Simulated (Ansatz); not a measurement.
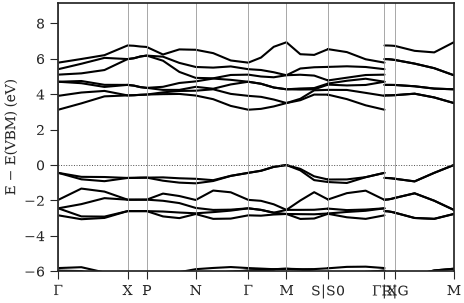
*Band structure from DFT-HSE06 in the program Ansatz with PAW potentials*

Question: Read off the gap and where the band edges lie.

Answer: About 3.1 eV (3.12 eV among the points solved); maximum at M, minimum at Γ.

Question: Pick the material that matches.
A) TiNF, I4_1md (Ti on 4a, N on 4a, F on 4a)
B) GaN, I4mm (Ga on 2a, N on 2a)
C) TiO2, anatase

Answer: A, TiNF, I4_1md (Ti on 4a, N on 4a, F on 4a)

The first step of the workflow began from a Materials Project structure, measured or hypothetical; the Crystallography Open Database copy checked does not list it. Whether it is the stable phase at ambient conditions was not checked. The cell was relaxed with HSE06 under the symmetry of its start; its stability against distortions is not shown here. The run is not spin-polarised. The hybrid was solved on a coarse mesh, the path and, where they were found, the r²SCAN edge points; its band edges are the extreme levels among these.

Potentials: the later of the program's two PAW sets.
